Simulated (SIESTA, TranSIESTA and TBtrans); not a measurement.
System: Fe chain with one bond stretched by 0.6 Å. Leads: straight Fe chain, spacing 2.137 Å. Geometry: as built, not relaxed.

Method: TranSIESTA and TBtrans, PBE, DZP numerical orbitals (energy shift 0.15 eV), PseudoDojo norm-conserving scalar-relativistic potentials, mesh cutoff 200 Ry, 300 K, spin-polarised (collinear), no spin-orbit coupling; self-consistent non-equilibrium Green functions.

Energies count from the leads' Fermi level. Transmissions are for each spin. The energy step is 0.01 eV; narrower resonances are cut or missed.

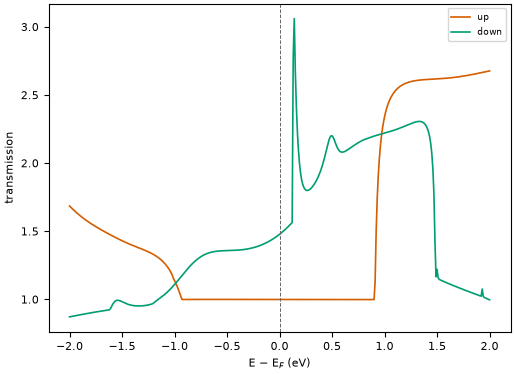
Transmission against energy

| E (eV) | T up | T down | lead channels up | down |
|---|---|---|---|---|
| -2.00 | 1.68 | 0.87 | 4 | 1 |
| -1.80 | 1.56 | 0.90 | 4 | 1 |
| -1.60 | 1.47 | 0.95 | 4 | band edge |
| -1.40 | 1.40 | 0.95 | 4 | 3 |
| -1.20 | 1.33 | 0.97 | 4 | band edge |
| -1.00 | 1.14 | 1.11 | 3 | 4 |
| -0.80 | 1.00 | 1.28 | 1 | 4 |
| -0.60 | 1.00 | 1.35 | 1 | 4 |
| -0.40 | 1.00 | 1.36 | 1 | 4 |
| -0.20 | 1.00 | 1.39 | 1 | 4 |
| 0.00 | 1.00 | 1.48 | 1 | 4 |
| 0.20 | 1.00 | 1.93 | 1 | band edge |
| 0.40 | 1.00 | 1.96 | 1 | 6 |
| 0.60 | 1.00 | 2.08 | 1 | 6 |
| 0.80 | 1.00 | 2.17 | 1 | band edge |
| 1.00 | 2.34 | 2.22 | 3 | 4 |
| 1.20 | 2.59 | 2.27 | 3 | 4 |
| 1.40 | 2.61 | 2.27 | 3 | 4 |
| 1.60 | 2.62 | 1.12 | 3 | 2 |
| 1.80 | 2.64 | 1.06 | 3 | 2 |
| 2.00 | 2.68 | 1.00 | 3 | 2 |

The magnetic order of the leads was set by the start, and no other order was tried; the separate lead runs end at 3.32 (left) and 3.32 (right) μB an atom. The straight chain is held at its spacing; free chains may zigzag or dimerise.
